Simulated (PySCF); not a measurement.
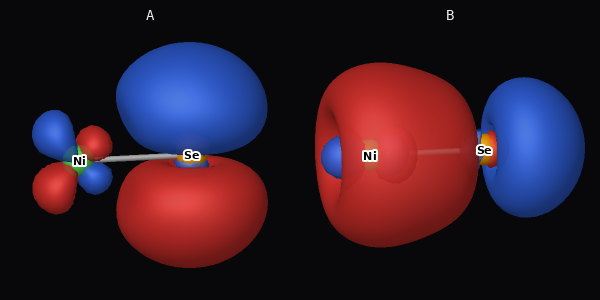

Figure 1: NiSe (triplet). Two frontier α-spin orbitals, each drawn at the value that holds 80 % of its norm (red and blue are the two phases), in no order; of a degenerate pair one member is drawn.

Method: PySCF, PBE0/x2c-TZVPPall, spin-free X2C-1e, Gaussian nucleus, at a bond length of 2.086 Å.

Question: Label each orbital by symmetry, say whether it is occupied, and order them by energy.

Answer: Orbital B: σ, occupied in this spin, −7.37 eV; shared between the atoms (Ni 50 %, Se 50 %).
Orbital A: π, occupied in this spin, −6.69 eV; mainly on Se (90 %).
